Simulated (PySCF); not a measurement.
## A study: F$_{2}$H$_{2}$O$_{2}$Si, SMILES `O[Si](O)(F)F`

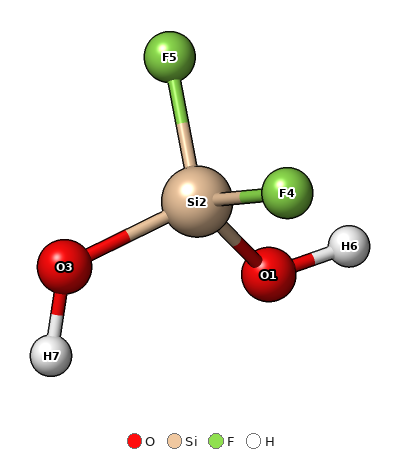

The molecule, with its atoms numbered as below. No frequency check shows the geometry to be a minimum.

Cartesian coordinates (Å):

```
O1      -0.7415   -1.4119    0.2132
Si2      0.0187   -0.0149    0.0051
O3       1.5996   -0.2105   -0.0489
F4      -0.5309    0.7144   -1.3027
F5      -0.2953    1.0246    1.1616
H6      -1.6919   -1.4587    0.2753
H7       1.9996   -1.0047   -0.3911
```

### 1. Bonding charge

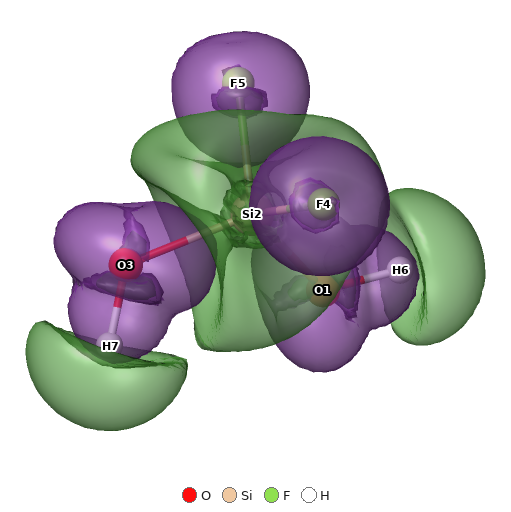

Deformation density (molecule less spherical, spin-averaged free atoms at the same positions), surfaces at ±0.04 e/Å³; purple: gain, green: loss.

Method: PBE/def2-TZVP; geometry: GFN2-xTB; program: PySCF.

Q: How much density has each bond gained at its critical point, relative to the free atoms?

A: O3–H7: +0.75 e/Å³ at the bond critical point (bond length 0.95 Å, Mayer order 0.9). O1–H6: +0.75 e/Å³ at the bond critical point (bond length 0.95 Å, Mayer order 0.9). Si2–O3: +0.16 e/Å³ at the bond critical point (bond length 1.59 Å, Mayer order 1.3). O1–Si2: +0.15 e/Å³ at the bond critical point (bond length 1.60 Å, Mayer order 1.3). Si2–F5: +0.10 e/Å³ at the bond critical point (bond length 1.59 Å, Mayer order 1.2); up to 0.6 Å beside the axis the gain reaches +0.34 e/Å³. Si2–F4: +0.09 e/Å³ at the bond critical point (bond length 1.59 Å, Mayer order 1.2); up to 0.6 Å beside the axis the gain reaches +0.34 e/Å³. In all, 1.6 electrons gather in the regions of gain relative to the promolecule. A small or negative value marks a very polar bond, one between electron-rich atoms, whose free-atom densities already overlap strongly, a long bond to a heavier atom, or a closed-shell contact such as a hydrogen bond.

Q: Where do the Hirshfeld charges lie?

A: The highest Hirshfeld charge is on Si2 (+0.54 e), the lowest on O1 (−0.28 e).

### 2. Local ionisation energy

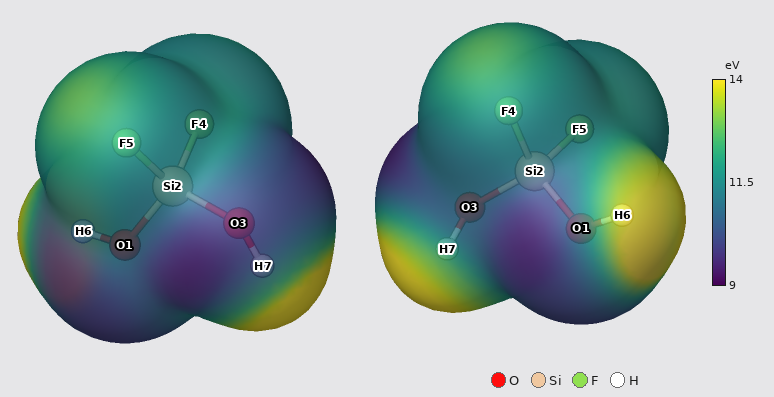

Average local ionisation energy on the surface of electron density 0.001 a.u. (back view left, front view right).

Q: Where are the most loosely bound electrons on this surface?

A: The lowest value is 9.4 eV, 1.9 Å from O3. Further minima include 11.2 eV, 1.7 Å from F4; 11.3 eV, 1.7 Å from F5. For comparison, the highest occupied orbital lies at −8.3 eV.

Q: What volume does the surface enclose, and what is the dipole moment?

A: About 87 Å³; the dipole moment is 2.4 D.

### 3. In an electric field

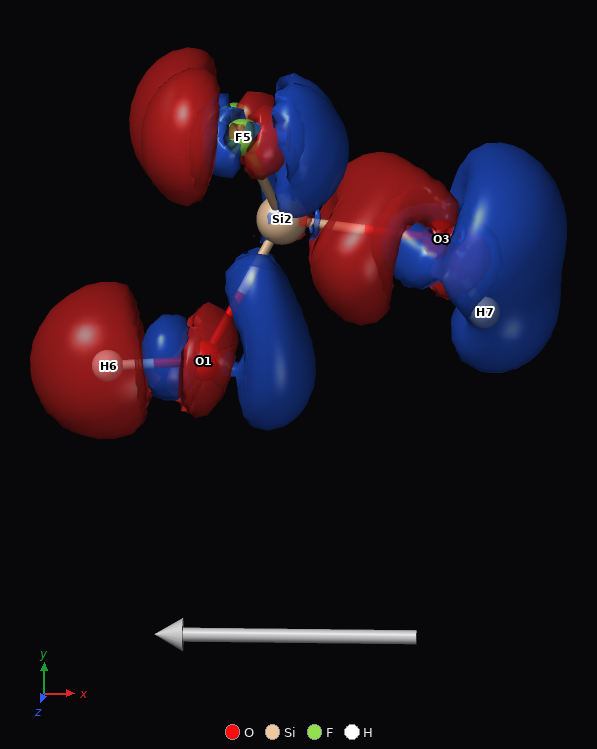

Change of the electron density in a uniform field of 0.21 V/Å along −x (arrow), surfaces at ±0.0015 e/Å³ (blue: gain, red: loss).

Method: PBE/def2-TZVP; geometry: GFN2-xTB; program: PySCF. A basis without diffuse functions makes polarisabilities too small.

The field was applied in both directions; the picture shows the one opposite to the script's first.

Q: How large is the response?

A: The induced dipole is 0.31 D (along the field); α along this axis, from the fields in both directions, is 31 bohr³ (4.6 Å³).

### 4. Removing or adding an electron

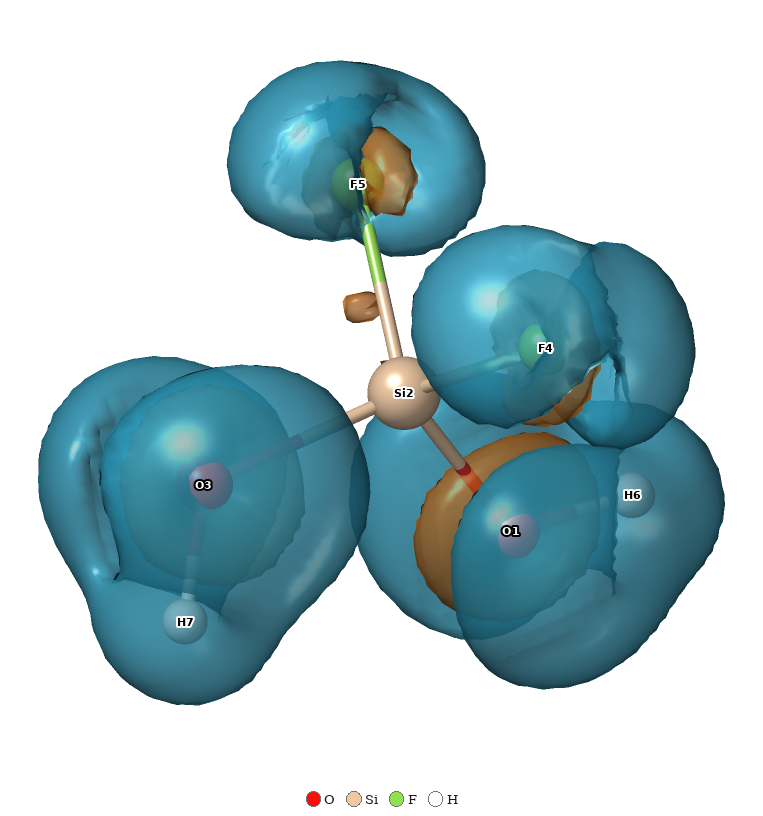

Fukui function f⁻ = ρ(N) − ρ(N−1) at fixed geometry, surfaces at ±0.02 e/Å³ (light blue positive, orange negative).

Level of theory: PBE/def2-TZVP (PySCF), at a geometry from GFN2-xTB.

Q: On which atoms does the density change most on removal of an electron?

A: f⁻ (Hirshfeld-condensed) is largest on O3 (0.22), O1 (0.22) and Si2 (0.15); the vertical ionisation energy is 11.96 eV (the stability of the cation's solution wasn't checked). Condensed values hint at sites of electrophilic attack but needn't mark the atom that reacts. Shares this close don't rank the sites. Orbital relaxation makes it negative in places (0.15 e in all).

The PySCF runs shown took 23 s, 51 s and 85 s on 1 thread of Arm Neoverse V1, on a shared host.
